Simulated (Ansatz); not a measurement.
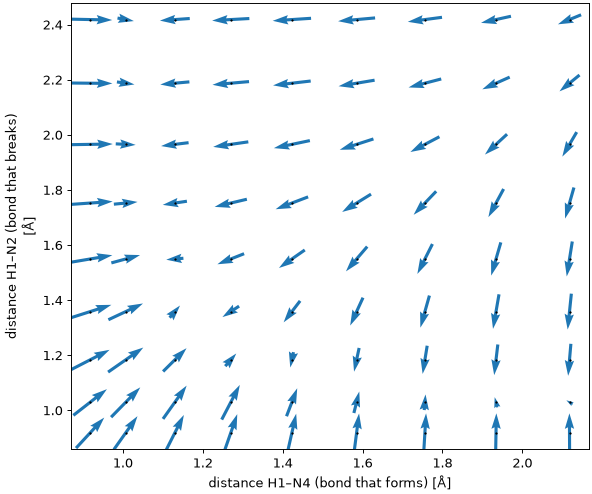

The reacting system H₇N₂Si (fragments H₅NSi + H₂N where the first distance is long, H₃N + H₄NSi where the second is long), spin multiplicity 2. First axis: distance H1–N4 (bond that forms). Second axis: distance H1–N2 (bond that breaks). Relaxed at each point: all other coordinates. The scan uses a 9 × 9 grid. Points are written as (first, second). Method: UKS PBE-D4/def2-SVP (Ansatz 0.2.0).

Drawn: dots at the grid points, arrows along the force (downhill), their lengths compressed.

### The arrows alone are given. Where are the wells?

The arrows converge at about (1.725 Å, 1.059 Å); about (1.05 Å, 1.74 Å) (0.9 kJ/mol up) (read from the interpolated surface).

The energy map of the same scan:

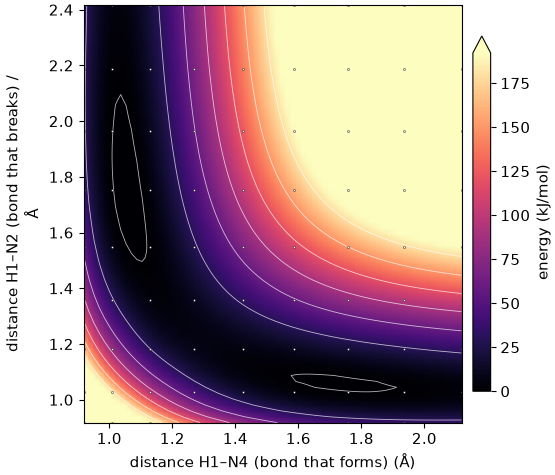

Energies are in kJ/mol, from the lowest grid point; between grid points the surface is interpolated.
